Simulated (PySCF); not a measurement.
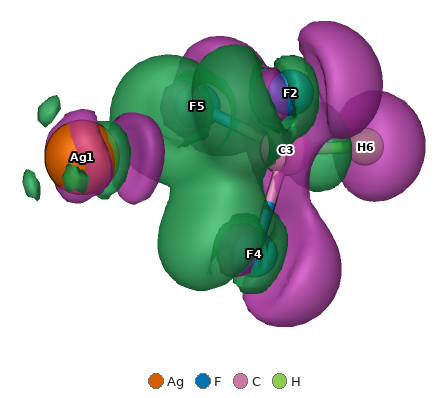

*CHAgF3, charge +1, SMILES `[Ag+].FC(F)F`. Density of the complex less the densities of the two fragments at the same geometry, ±0.01 e/Å³ (green: gain, purple: loss). Fragment A: Ag(+1) (atom 1); fragment B: HCF3.*

Method: HF/def2-SVPD; geometry: GFN2-xTB; program: PySCF. Core potentials replace the inner electrons of Ag; spin–orbit coupling isn't included. GFN2-xTB bond lengths at metals and heavier atoms can be off by up to 0.1 Å and shapes distorted, which carries into these values.

Which way does charge flow?

Hirshfeld charges show 0.050 e passing from B to A. By Hirshfeld charges, electrons gather most on Ag1 (−0.050 e) and leave H6 most (+0.033 e); 0.20 e is displaced in all.

What is the interaction energy, and which contacts carry it?

The counterpoise-corrected interaction energy of the frozen fragments is −8.2 kcal/mol without dispersion correction and −16.8 kcal/mol with D3(BJ). D3 uses neutral-atom coefficients and tends to overbind metal cations. The pair geometry is semi-empirical, not a minimum at this level. Contacts: Ag1···F4, 2.61 Å, ρ = 0.022 a.u.; Ag1···F2, 2.61 Å, ρ = 0.022 a.u.; Ag1···F5, 2.61 Å, ρ = 0.022 a.u. The pose is a local one from a semi-empirical search, not shown to be the most stable.

Run time: 4.8 s on 1 thread of Arm Neoverse V2, with other jobs on the host, peak memory 0.28 GiB.
